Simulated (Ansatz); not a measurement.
# Rb: a line through a two-coordinate scan

Aim: follow the energy of Rb (Im-3m, No. 229; 1 atom in the cell) along one coordinate, volume per atom, with the other held at c/a of the conventional cell = 1.348.

Method: DFT LDA, scalar-relativistic, plane waves, PAW, unless a step's input says otherwise, in Ansatz 0.2.0.

25 further runs of the same task are left out: 1 that didn't finish, 24 set aside as unsound or not needed.

## Step 1: The starting structure

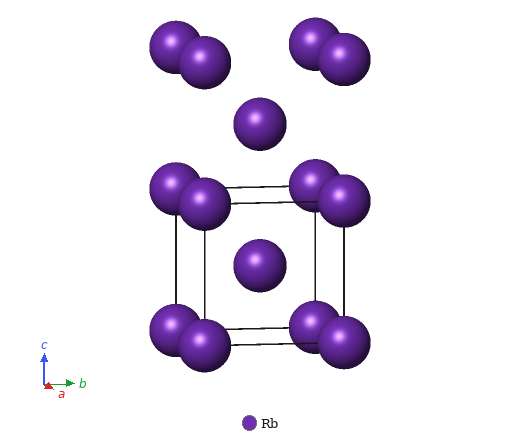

The starting structure, seen slightly off an axis (rubidium purple). 1×1×2 cells are drawn. Atoms on the faces are drawn again on the opposite ones. The cell drawn here is the conventional one.

Structure file:

```
CELL_PARAMETERS angstrom
-2.69405 2.69405 2.69405
2.69405 -2.69405 2.69405
2.69405 2.69405 -2.69405
ATOMIC_POSITIONS crystal
Rb 0.00000 0.00000 0.00000
```

It is the result of an earlier relaxation at this level (volume 78.21 Å³/atom; gap on the mesh: none (metal)).

## Step 2: Plan of the line

The energy is mapped over volume and the cell's shape.

- volume per atom: 7 values from 65.7 to 90.7 Å³
- c/a of the conventional cell: 9 values from 0.861 to 1.566

Nothing else is relaxed (symmetry fixes all fractional coordinates). Energies count from the relaxed crystal. Points are written as (first, second).

## Step 3: Grid point (65.7 Å³, 1.348)

File input.yaml:

```yaml
crystal:
  lattice:
    - [-2.3008650004, 2.3008650004, 3.1024863666]
    - [2.3008650004, -2.3008650004, 3.1024863666]
    - [2.3008650004, 2.3008650004, -3.1024863666]
  atoms:
    - { symbol: Rb, position: [0.0, 0.0, 0.0] }
basis:
  ecutwfc: 420
kpoints:
  mp_grid: { grid: [14, 14, 14] }
hamiltonian:
  xc: lda
scf:
  occupations: { method: gaussian, width: 0.15 }
output:
  forces: true
  stress: true
  eigenvalues: true
```

Started as:

```console
> ansatz run input.yaml --threads 1 --pin off --max-ram 2048MiB --backend cpu --events-out ev --progress --plain --runs-dir out
```

The log of the run, shortened:

```text
Warning: RAYON_NUM_THREADS=1 ignored (pool sized by the plan → 1); use --threads N
[...]
Pseudopotentials: kind: paw
Pseudopotential: Rb, paw, valence charge 9, recommended cutoff 420 eV (normal), Rb.paw.azcp
Functional definition: SPW92
[...]
Crystal: 1 atoms, lattice volume = 65.698 Å³
Basis set: ecut = 420 eV, 1307 PW (Γ)
Bands: 9, of which v1, the nominal top of the filled ones, is band 5 counted from 1 (4 counted from 0)
Symmetry: 16 space group operations
Space group: I4/mmm (ITA 139), of the structure as read, at distance tolerance 4.0e-5 Å
k-points: 244 of 2744
[...]
SCF iter   1: F=—  HF=-3170.735416 eV  |F-HF|=—  |Δ(HF+E_count)|=         —  Δρ=3.09e-3  dr2=2.88e-3  ethr=1.77e-3  ⟨swp⟩=6.5  Hψ=18125  notcnv=0
[...]
SCF iter   6: F=-3170.734917 eV  HF=-3170.734917 eV  |F-HF|=4.44e-8  |Δ(HF+E_count)|=   3.70e-7  Δρ=7.67e-6  dr2=9.55e-8  ethr=1.11e-9  ⟨swp⟩=5.0  Hψ=12442  notcnv=0
[...]
SCF converged after 6 iterations
Free energy (F): -3170.734917 eV
[...]
E sigma→0 (E₀):  -3170.730184 eV
Entropy (-TS):   -0.009467 eV (-9.467 meV/atom)
Fermi energy:    3.298233 eV
[...]
--- Forces (eV/Å), atoms counted from 1 ---
  atom   1  Rb    -0.00000000     0.00000000     0.00000000
[...]
--- Stress (GPa, compression-positive) ---
        0.816561       0.000000       0.000000
        0.000000       0.816561      -0.000000
        0.000000      -0.000000       0.851390
  P = ⅓ Tr σ = 0.8282 GPa (8.282 kbar)
--- Band table (eV; the first three rows and the last of 244) ---
  k-point 0: bands = ["-25.4441", "-9.4173", "-9.4173", "-9.4141", "0.8523", "7.0087", "7.0087", "7.2219", "8.5305"]
[...]
```

Run time: 4.7 s. Hardware: 1 thread of Intel Xeon Platinum 8488C (Sapphire Rapids), shared host; peak memory 0.46 GiB.

That is 26.1 meV/atom from the zero.

## Step 4: The run at (69.9 Å³, 1.348)

File input.yaml:

```yaml
crystal:
  lattice:
    - [-2.3485726697, 2.3485726697, 3.1668153878]
    - [2.3485726697, -2.3485726697, 3.1668153878]
    - [2.3485726697, 2.3485726697, -3.1668153878]
  atoms:
    - { symbol: Rb, position: [0.0, 0.0, 0.0] }
basis:
  ecutwfc: 420
kpoints:
  mp_grid: { grid: [14, 14, 14] }
hamiltonian:
  xc: lda
scf:
  occupations: { method: gaussian, width: 0.15 }
output:
  forces: true
  stress: true
  eigenvalues: true
```

Started as:

```console
> ansatz run input.yaml --threads 1 --pin off --max-ram 2048MiB --backend cpu --events-out ev --progress --plain --runs-dir out
```

The log of the run, shortened:

```text
Warning: RAYON_NUM_THREADS=1 ignored (pool sized by the plan → 1); use --threads N
[...]
Pseudopotentials: kind: paw
Pseudopotential: Rb, paw, valence charge 9, recommended cutoff 420 eV (normal), Rb.paw.azcp
Functional definition: SPW92
[...]
Crystal: 1 atoms, lattice volume = 69.870 Å³
Basis set: ecut = 420 eV, 1403 PW (Γ)
Bands: 9, of which v1, the nominal top of the filled ones, is band 5 counted from 1 (4 counted from 0)
Symmetry: 16 space group operations
Space group: I4/mmm (ITA 139), of the structure as read, at distance tolerance 4.1e-5 Å
k-points: 244 of 2744
[...]
SCF iter   1: F=—  HF=-3170.752102 eV  |F-HF|=—  |Δ(HF+E_count)|=         —  Δρ=2.95e-3  dr2=2.65e-3  ethr=1.77e-3  ⟨swp⟩=6.7  Hψ=18198  notcnv=0
[...]
SCF iter   6: F=-3170.751631 eV  HF=-3170.751631 eV  |F-HF|=4.15e-8  |Δ(HF+E_count)|=   2.84e-7  Δρ=7.94e-6  dr2=9.87e-8  ethr=1.11e-9  ⟨swp⟩=5.5  Hψ=13227  notcnv=0
[...]
SCF converged after 6 iterations
Free energy (F): -3170.751631 eV
[...]
E sigma→0 (E₀):  -3170.746953 eV
Entropy (-TS):   -0.009356 eV (-9.356 meV/atom)
Fermi energy:    2.956616 eV
[...]
--- Forces (eV/Å), atoms counted from 1 ---
  atom   1  Rb    -0.00000000     0.00000000     0.00000000
[...]
--- Stress (GPa, compression-positive) ---
        0.459678       0.000000       0.000000
        0.000000       0.459678      -0.000000
        0.000000       0.000000       0.494448
  P = ⅓ Tr σ = 0.4713 GPa (4.713 kbar)
--- Band table (eV; the first three rows and the last of 244) ---
  k-point 0: bands = ["-25.7954", "-9.7866", "-9.7866", "-9.7840", "0.6013", "6.6289", "6.6289", "6.8322", "8.0783"]
[...]
```

Wall time 4.6 s (1 thread of Intel Xeon Platinum 8488C (Sapphire Rapids), shared host); peak memory 0.48 GiB.

That is 9.4 meV/atom from the zero.

## Step 5: Grid point (74.0 Å³, 1.348)

File input.yaml:

```yaml
crystal:
  lattice:
    - [-2.3944063018, 2.3944063018, 3.2286174573]
    - [2.3944063018, -2.3944063018, 3.2286174573]
    - [2.3944063018, 2.3944063018, -3.2286174573]
  atoms:
    - { symbol: Rb, position: [0.0, 0.0, 0.0] }
basis:
  ecutwfc: 420
kpoints:
  mp_grid: { grid: [14, 14, 14] }
hamiltonian:
  xc: lda
scf:
  occupations: { method: gaussian, width: 0.15 }
output:
  forces: true
  stress: true
  eigenvalues: true
```

Started as:

```console
> ansatz run input.yaml --threads 1 --pin off --max-ram 2048MiB --backend cpu --events-out ev --progress --plain --runs-dir out
```

The log of the run, shortened:

```text
Warning: RAYON_NUM_THREADS=1 ignored (pool sized by the plan → 1); use --threads N
[...]
Pseudopotentials: kind: paw
Pseudopotential: Rb, paw, valence charge 9, recommended cutoff 420 eV (normal), Rb.paw.azcp
Functional definition: SPW92
[...]
Crystal: 1 atoms, lattice volume = 74.041 Å³
Basis set: ecut = 420 eV, 1439 PW (Γ)
Bands: 9, of which v1, the nominal top of the filled ones, is band 5 counted from 1 (4 counted from 0)
Symmetry: 16 space group operations
Space group: I4/mmm (ITA 139), of the structure as read, at distance tolerance 4.2e-5 Å
k-points: 244 of 2744
[...]
SCF iter   1: F=—  HF=-3170.760558 eV  |F-HF|=—  |Δ(HF+E_count)|=         —  Δρ=2.84e-3  dr2=2.52e-3  ethr=1.77e-3  ⟨swp⟩=6.8  Hψ=18245  notcnv=0
[...]
SCF iter   6: F=-3170.760166 eV  HF=-3170.760166 eV  |F-HF|=1.58e-9  |Δ(HF+E_count)|=   1.33e-7  Δρ=6.44e-6  dr2=6.06e-8  ethr=1.11e-9  ⟨swp⟩=5.5  Hψ=13254  notcnv=0
[...]
SCF converged after 6 iterations
Free energy (F): -3170.760166 eV
[...]
E sigma→0 (E₀):  -3170.755499 eV
Entropy (-TS):   -0.009334 eV (-9.334 meV/atom)
Fermi energy:    2.654431 eV
[...]
--- Forces (eV/Å), atoms counted from 1 ---
  atom   1  Rb    -0.00000000     0.00000000    -0.00000000
[...]
--- Stress (GPa, compression-positive) ---
        0.185011      -0.000000       0.000000
       -0.000000       0.185011       0.000000
        0.000000       0.000000       0.218956
  P = ⅓ Tr σ = 0.1963 GPa (1.963 kbar)
--- Band table (eV; the first three rows and the last of 244) ---
  k-point 0: bands = ["-26.1126", "-10.1175", "-10.1175", "-10.1154", "0.3838", "6.2879", "6.2879", "6.4824", "7.6726"]
[...]
```

Run time: 5.1 s. Hardware: 1 thread of Intel Xeon Platinum 8488C (Sapphire Rapids), shared host; peak memory 0.48 GiB.

On the map this point reads 0.9 meV/atom.

## Step 6: Grid point (78.2 Å³, 1.348)

File input.yaml:

```yaml
crystal:
  lattice:
    - [-2.4385529226, 2.4385529226, 3.2881447609]
    - [2.4385529226, -2.4385529226, 3.2881447609]
    - [2.4385529226, 2.4385529226, -3.2881447609]
  atoms:
    - { symbol: Rb, position: [0.0, 0.0, 0.0] }
basis:
  ecutwfc: 420
kpoints:
  mp_grid: { grid: [14, 14, 14] }
hamiltonian:
  xc: lda
scf:
  occupations: { method: gaussian, width: 0.15 }
output:
  forces: true
  stress: true
  eigenvalues: true
```

Started as:

```console
> ansatz run input.yaml --threads 1 --pin off --max-ram 2048MiB --backend cpu --events-out ev --progress --plain --runs-dir out
```

The log of the run, shortened:

```text
[...]
SCF converged after 6 iterations
Free energy (F): -3170.762391 eV
[...]
E sigma→0 (E₀):  -3170.757704 eV
Entropy (-TS):   -0.009375 eV (-9.375 meV/atom)
Fermi energy:    2.385335 eV
[...]
--- Forces (eV/Å), atoms counted from 1 ---
  atom   1  Rb    -0.00000000    -0.00000000    -0.00000000
[...]
--- Stress (GPa, compression-positive) ---
       -0.027216      -0.000000      -0.000000
       -0.000000      -0.027216       0.000000
        0.000000      -0.000000       0.005541
  P = ⅓ Tr σ = -0.0163 GPa (-0.163 kbar)
--- Band table (eV; the first three rows and the last of 244) ---
  k-point 0: bands = ["-26.4010", "-10.4163", "-10.4163", "-10.4147", "0.1938", "5.9797", "5.9797", "6.1662", "7.3062"]
[...]
```

Run time: 5.7 s. Hardware: 1 thread of Intel Xeon Platinum 8488C (Sapphire Rapids), shared host; peak memory 0.49 GiB.

That is −1.4 meV/atom from the zero.

## Step 7: Grid point (82.4 Å³, 1.348)

File input.yaml:

```yaml
crystal:
  lattice:
    - [-2.4811596688, 2.4811596688, 3.3455956974]
    - [2.4811596688, -2.4811596688, 3.3455956974]
    - [2.4811596688, 2.4811596688, -3.3455956974]
  atoms:
    - { symbol: Rb, position: [0.0, 0.0, 0.0] }
basis:
  ecutwfc: 420
kpoints:
  mp_grid: { grid: [14, 14, 14] }
hamiltonian:
  xc: lda
scf:
  occupations: { method: gaussian, width: 0.15 }
output:
  forces: true
  stress: true
  eigenvalues: true
```

Started as:

```console
> ansatz run input.yaml --threads 1 --pin off --max-ram 2048MiB --backend cpu --events-out ev --progress --plain --runs-dir out
```

The log of the run, shortened:

```text
[...]
SCF converged after 6 iterations
Free energy (F): -3170.759731 eV
[...]
E sigma→0 (E₀):  -3170.754999 eV
Entropy (-TS):   -0.009465 eV (-9.465 meV/atom)
Fermi energy:    2.144365 eV
[...]
--- Forces (eV/Å), atoms counted from 1 ---
  atom   1  Rb     0.00000000     0.00000000    -0.00000000
[...]
--- Stress (GPa, compression-positive) ---
       -0.191565       0.000000       0.000000
        0.000000      -0.191565       0.000000
        0.000000       0.000000      -0.160178
  P = ⅓ Tr σ = -0.1811 GPa (-1.811 kbar)
--- Band table (eV; the first three rows and the last of 244) ---
  k-point 0: bands = ["-26.6643", "-10.6877", "-10.6877", "-10.6864", "0.0266", "5.6996", "5.6996", "5.8789", "6.9735"]
[...]
```

It took 5.8 s on 1 thread of Intel Xeon Platinum 8488C (Sapphire Rapids), shared host; peak memory 0.51 GiB.

That is 1.3 meV/atom from the zero.

## Step 8: Changing settings: ecutrho_ratio 6, xc rpbe, chi_scale 0.0, ecutwfc left out

input.yaml: that of step 7 with these lines changed.

```diff
@@ -8,3 +8,3 @@
 basis:
-  ecutwfc: 420
+  ecutrho_ratio: 6
 kpoints:
@@ -12,8 +12,9 @@
 hamiltonian:
-  xc: lda
+  xc: rpbe
 scf:
   occupations: { method: gaussian, width: 0.15 }
+  initial_density: { chi_scale: 0.0 }
 output:
   forces: true
+  eigenvalues: true
   stress: true
-  eigenvalues: true
```

Started as:

```console
> ansatz run input.yaml --threads 1 --pin off --max-ram 2048MiB --backend cpu --events-out ev --progress --plain --runs-dir out
```

The log of the run, shortened:

```text
Warning: RAYON_NUM_THREADS=1 ignored (pool sized by the plan → 1); use --threads N
[...]
Pseudopotentials: kind: paw
Pseudopotential: Rb, paw, valence charge 9, recommended cutoff 420 eV (normal), Rb.paw.azcp
Functional definition: RPBE
[...]
Crystal: 1 atoms, lattice volume = 82.384 Å³
Basis set: ecut = 420 eV, 1583 PW (Γ), exchange–correlation on 80×80×80 points (8 copies of the dense FFT grid, shifted against one another)
Bands: 9, of which v1, the nominal top of the filled ones, is band 5 counted from 1 (4 counted from 0)
Symmetry: 16 space group operations
Space group: I4/mmm (ITA 139), of the structure as read, at distance tolerance 4.4e-5 Å
k-points: 244 of 2744
[...]
SCF iter   1: F=—  HF=-3274.099108 eV  |F-HF|=—  |Δ(HF+E_count)|=         —  Δρ=3.17e-3  dr2=2.00e-2  ethr=3.10e-3  ⟨swp⟩=6.8  Hψ=18175  notcnv=0
[...]
SCF iter   7: F=-3274.101038 eV  HF=-3274.101038 eV  |F-HF|=2.00e-8  |Δ(HF+E_count)|=   7.64e-7  Δρ=3.27e-6  dr2=1.24e-8  ethr=1.11e-9  ⟨swp⟩=5.6  Hψ=13184  notcnv=0
[...]
SCF converged after 7 iterations
Free energy (F): -3274.101038 eV
[...]
E sigma→0 (E₀):  -3274.096363 eV
Entropy (-TS):   -0.009349 eV (-9.349 meV/atom)
Fermi energy:    2.527221 eV
[...]
--- Forces (eV/Å), atoms counted from 1 ---
  atom   1  Rb    -0.00000000     0.00000000     0.00000000
[...]
--- Stress (GPa, compression-positive) ---
        0.686419       0.000000       0.000000
        0.000000       0.686419      -0.000000
        0.000000       0.000000       0.710125
  P = ⅓ Tr σ = 0.6943 GPa (6.943 kbar)
--- Band table (eV; the first three rows and the last of 244) ---
  k-point 0: bands = ["-26.3932", "-10.4377", "-10.4377", "-10.4367", "0.4265", "6.1885", "6.1885", "6.3508", "7.4854"]
[...]
```

Run time: 6.4 s. Hardware: 1 thread of Intel Xeon Platinum 8488C (Sapphire Rapids), shared host; peak memory 0.53 GiB.

```csv
run,ending,energy change,pressure (GPa),gap (eV),force (eV/Å),cycles,time
step 7,converged,-,-0.2,0.00,0.00,6,5.8 s
variant,converged,not comparable,0.7,0.00,0.00,7,6.4 s
```

Total energies don't compare across a change of functional; the pressure goes from -0.2 to 0.7 GPa. The numerical grids changed too.

## Step 9: Grid point (86.6 Å³, 1.348)

File input.yaml:

```yaml
crystal:
  lattice:
    - [-2.5223449255, 2.5223449255, 3.4011298975]
    - [2.5223449255, -2.5223449255, 3.4011298975]
    - [2.5223449255, 2.5223449255, -3.4011298975]
  atoms:
    - { symbol: Rb, position: [0.0, 0.0, 0.0] }
basis:
  ecutwfc: 420
kpoints:
  mp_grid: { grid: [14, 14, 14] }
hamiltonian:
  xc: lda
scf:
  occupations: { method: gaussian, width: 0.15 }
output:
  forces: true
  stress: true
  eigenvalues: true
```

Started as:

```console
> ansatz run input.yaml --threads 1 --pin off --max-ram 2048MiB --backend cpu --events-out ev --progress --plain --runs-dir out
```

The log of the run, shortened:

```text
[...]
SCF converged after 6 iterations
Free energy (F): -3170.753283 eV
[...]
E sigma→0 (E₀):  -3170.748488 eV
Entropy (-TS):   -0.009591 eV (-9.591 meV/atom)
Fermi energy:    1.927512 eV
[...]
--- Forces (eV/Å), atoms counted from 1 ---
  atom   1  Rb     0.00000000     0.00000000     0.00000000
[...]
--- Stress (GPa, compression-positive) ---
       -0.318853       0.000000      -0.000000
        0.000000      -0.318853      -0.000000
        0.000000       0.000000      -0.288919
  P = ⅓ Tr σ = -0.3089 GPa (-3.089 kbar)
--- Band table (eV; the first three rows and the last of 244) ---
  k-point 0: bands = ["-26.9059", "-10.9354", "-10.9354", "-10.9344", "-0.1215", "5.4439", "5.4439", "5.6167", "6.6699"]
[...]
```

Wall time 6.1 s (1 thread of Intel Xeon Platinum 8488C (Sapphire Rapids), shared host); peak memory 0.49 GiB.

That is 7.8 meV/atom from the zero.

## Step 10: The run at (90.7 Å³, 1.348)

File input.yaml:

```yaml
crystal:
  lattice:
    - [-2.5622274298, 2.5622274298, 3.4549074664]
    - [2.5622274298, -2.5622274298, 3.4549074664]
    - [2.5622274298, 2.5622274298, -3.4549074664]
  atoms:
    - { symbol: Rb, position: [0.0, 0.0, 0.0] }
basis:
  ecutwfc: 420
kpoints:
  mp_grid: { grid: [14, 14, 14] }
hamiltonian:
  xc: lda
scf:
  occupations: { method: gaussian, width: 0.15 }
output:
  forces: true
  stress: true
  eigenvalues: true
  write_density: true
  write_potential: true
  elf: true
  volumetric_format: npy
```

Started as:

```console
> ansatz run input.yaml --threads 1 --pin off --max-ram 2048MiB --backend cpu --events-out ev --progress --plain --runs-dir out
```

The log of the run, shortened:

```text
[...]
SCF converged after 6 iterations
Free energy (F): -3170.743900 eV
[...]
E sigma→0 (E₀):  -3170.739027 eV
Entropy (-TS):   -0.009746 eV (-9.746 meV/atom)
Fermi energy:    1.731388 eV
[...]
--- Forces (eV/Å), atoms counted from 1 ---
  atom   1  Rb     0.00000000     0.00000000     0.00000000
[...]
--- Stress (GPa, compression-positive) ---
       -0.417287       0.000000       0.000000
        0.000000      -0.417287       0.000000
        0.000000       0.000000      -0.388823
  P = ⅓ Tr σ = -0.4078 GPa (-4.078 kbar)
--- Band table (eV; the first three rows and the last of 244) ---
  k-point 0: bands = ["-27.1285", "-11.1627", "-11.1627", "-11.1619", "-0.2535", "5.2093", "5.2093", "5.3761", "6.3916"]
[...]
```

Wall time 8.4 s (1 thread of Intel Xeon Platinum 8488C (Sapphire Rapids), shared host); peak memory 0.51 GiB.

The maps below are laid out on this run's own conventional cell (a, b, c = 5.124, 5.124, 6.910 Å).

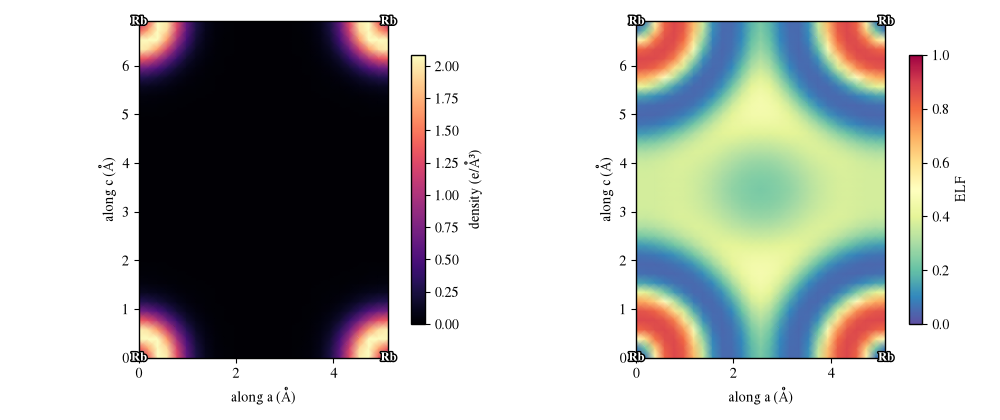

Density (left) and ELF (right) in a lattice plane of the grid's cell (edges 5.12 and 6.91 Å, at 0.000 of the third edge), which holds Rb. Only atoms in the plane are labelled. Both are smooth fields of the valence electrons: close to the nuclei they are not physical.

Energy on the map's scale: 17.1 meV/atom.

## Step 11: Results

```
volume per atom (Å³)  step  energy (meV/atom)  slope (meV/atom per Å³)  pressure (GPa)
                65.7     3               26.1                     −5.2            0.83
                69.9     4                9.4                     −2.9            0.47
                74.0     5                0.9                     −1.2            0.20
                78.2     6               −1.4                      0.1           −0.02
                82.4     7                1.3                      1.1           −0.18
                86.6     9                7.8                      1.9           −0.31
                90.7    10               17.1                      2.6           −0.41
```

Energies count from the relaxed crystal. Slopes come from the forces (and the stress, where the cell changes), not from differences of energies.

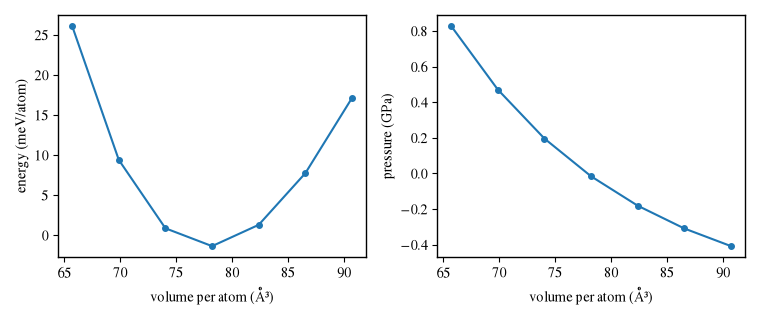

Energy and pressure along the line.

```csv
run,outcome
"step 8, run with ecutrho_ratio 6, xc rpbe, chi_scale 0.0, ecutwfc left out (against step 7)",converged; the pressure goes from -0.2 to 0.7 GPa
```

The lowest point of the line is at 78.2 Å³, −1.4 meV/atom from the zero. Energies and slopes round the minimum, fitted together, put the minimum at 77.86 Å³, with a curvature of about 0.28 meV/atom per (Å³)². V·d²E/dV² there is about 3.5 GPa, a bulk modulus under this line's constraint. The highest point computed, at 65.7 Å³, lies 27.5 meV/atom above the lowest. This is one cut through a surface in two coordinates; the map's lowest point lies off it.
